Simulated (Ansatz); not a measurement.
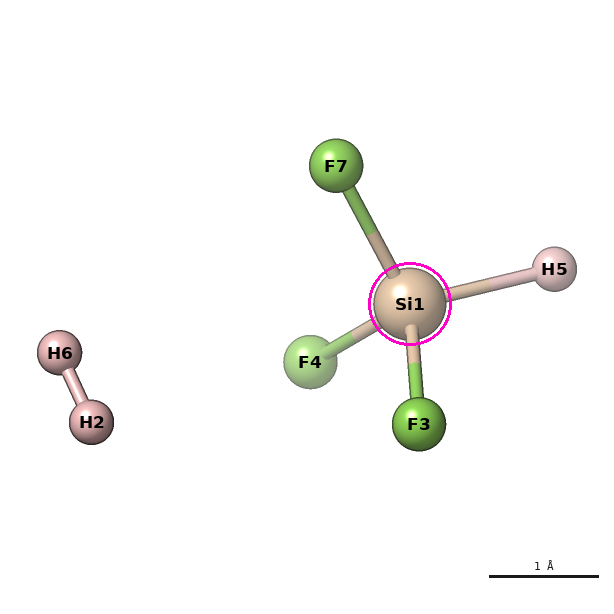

Orthographic view. Distant atoms are faded towards the background colour. Computed geometry: PBE0-D4/def2-TZVP optimisation. No frequency run is at hand to confirm it as a minimum.

Question: Name the neighbours of the circled atom.

Answer: The circled atom is Si1; it is bonded to F3, F4, H5, F7.

Question: Which atom is farthest from the viewer?

Answer: F4, 1.6 Å behind the mean position.

Question: Of Si1 and F3, which is nearer the viewer?

Answer: F3; the bond to Si1 points away from the viewer, so it looks shorter than its 1.57 Å.
